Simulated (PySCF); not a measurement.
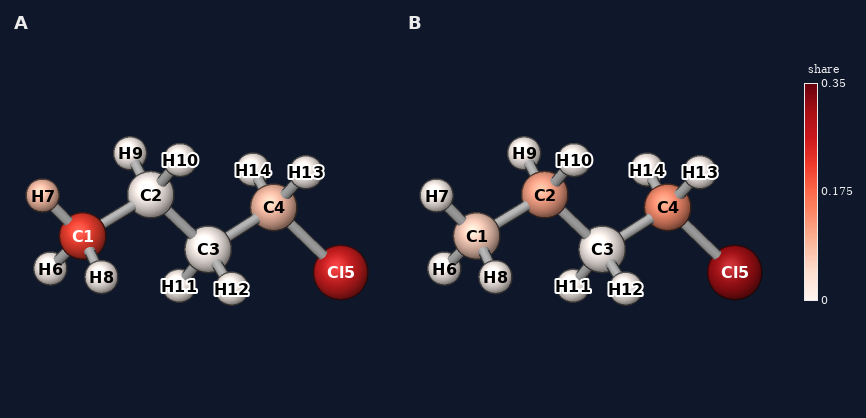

Each panel colours the atoms by their Löwdin share in one orbital (up to four of the largest shares; other atoms are shown as zero). The geometry was computed by an optimisation with PBE0-D3(BJ)/def2-SVP. No frequency run is at hand to confirm it as a minimum. Computed with ωB97X-D/def2-SVPD (PySCF 2.14.0).

### The panels show the LUMO, LUMO+1, in some order. Which is which?

A: LUMO+1, 2.52 eV; Cl5 0.26, C1 0.22, H7 0.08, C4 0.08
B: LUMO, 2.19 eV; Cl5 0.30, C4 0.14, C2 0.11, C1 0.06
